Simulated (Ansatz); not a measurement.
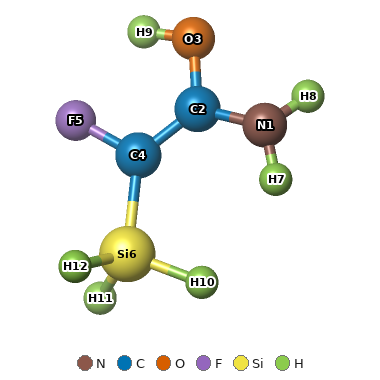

The system is C₂H₆FNOSi, SMILES NC(O)=C(F)[SiH3]; the picture shows the reference structure. Coordinates scanned: (1) dihedral N1–C2–C4–Si6; (2) dihedral N1–C2–O3–H9. Nothing is relaxed (all other coordinates rigid). Grid: 9 × 9 points. Energies: kJ/mol, counted from the relaxed molecule at the same level. Energies and slopes of some neighbouring points disagree (a jump in structure or state, or too coarse a mesh). The dihedral twists a double bond; near 90° a spin-restricted reference is unreliable. The calculation used RKS B3LYP-D4/def2-SVP in Ansatz.

Its coordinates:

```xyz
12

N    -1.4854    0.2316    1.0222
C    -0.2678    0.7684    0.6785
O    -0.0008    1.9064    1.3475
C     0.6001    0.2894   -0.2586
F     1.6999    1.1269   -0.4580
Si    0.5499   -1.2410   -1.2948
H    -1.6627   -0.7159    0.7106
H    -1.7656    0.4132    1.9809
H     0.8572    2.2260    1.0227
H    -0.6163   -2.0544   -0.8282
H     1.7958   -2.0481   -1.1387
H     0.3728   -0.9576   -2.7503
```

Range: dihedral N1–C2–C4–Si6 from −180 to 140°; dihedral N1–C2–O3–H9 from −180 to 140°.

### What will the energy surface look like?

The lowest grid point is at dihedral N1–C2–C4–Si6 = −180°, dihedral N1–C2–O3–H9 = −180°, 8 kJ/mol from the relaxed molecule at the same level. Other grid points that lie below all their neighbours: dihedral N1–C2–C4–Si6 = −20°, dihedral N1–C2–O3–H9 = −180° (2.7 kJ/mol higher); dihedral N1–C2–C4–Si6 = −180°, dihedral N1–C2–O3–H9 = −60° (13 kJ/mol higher); dihedral N1–C2–C4–Si6 = −20°, dihedral N1–C2–O3–H9 = −60° (34 kJ/mol higher). The highest grid point, dihedral N1–C2–C4–Si6 = −100°, dihedral N1–C2–O3–H9 = −60°, lies 307 kJ/mol above the lowest.

```tsv
dihedral N1–C2–O3–H9 ↓, dihedral N1–C2–C4–Si6 →	−180	−140	−100	−60	−20	20	60	100	140
140	18	101	262	131	29	41	174	216	62
100	29	114	299	163	54	64	193	261	86
60	32	104	284	179	63	67	185	281	103
20	32	104	269	164	58	67	183	252	93
−20	24	116	285	137	43	66	197	222	66
−60	21	120	315	137	42	69	209	234	66
−100	24	107	296	149	43	64	196	252	82
−140	16	87	249	134	23	42	166	224	73
−180	8	82	227	118	10	26	154	196	57
```

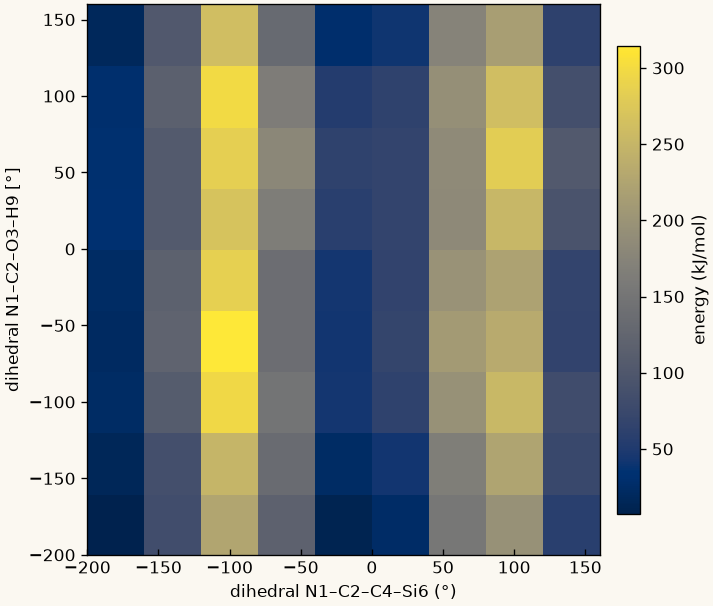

Drawn: one coloured cell a grid point.

Time for the 81 points that were run: 11 min on 1 thread of Arm Neoverse V1, on a shared host.
